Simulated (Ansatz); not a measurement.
```
atom    x (Å)    y (Å)    z (Å)
   C  -1.4179  -2.5369  -1.5469
   B  -2.2871  -2.2793  -2.7382
   O  -3.0367  -2.0410  -3.6623
  Zn  -1.8892  -2.0163   0.2579
   H  -0.4658  -3.0516  -1.7373
   H  -2.2476  -1.6103   1.6961
```

Geometry: PBE0-D3(BJ)/def2-SVP.

These are results of isolated molecule in a Gaussian basis; Kohn-Sham density functional theory, functional PBE0 in Ansatz 0.2.0, not measurements.

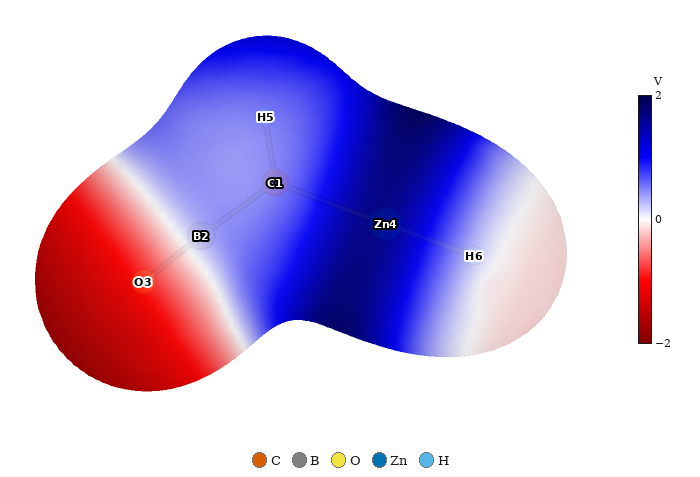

CH2BOZn (SMILES O=B[CH][ZnH]) (doublet). The electrostatic potential painted on the density surface at 0.001 e/bohr³, seen across its widest extent; red is negative and blue positive.

Where is the surface potential most negative and most positive?

Answer. The most negative region (about −1.8 V) lies over O3, the most positive (about +1.9 V) over Zn4. O3 is the likeliest acceptor of a hydrogen bond.

How polar is the molecule by this calculation?

Answer. Its dipole moment is 3.95 D.
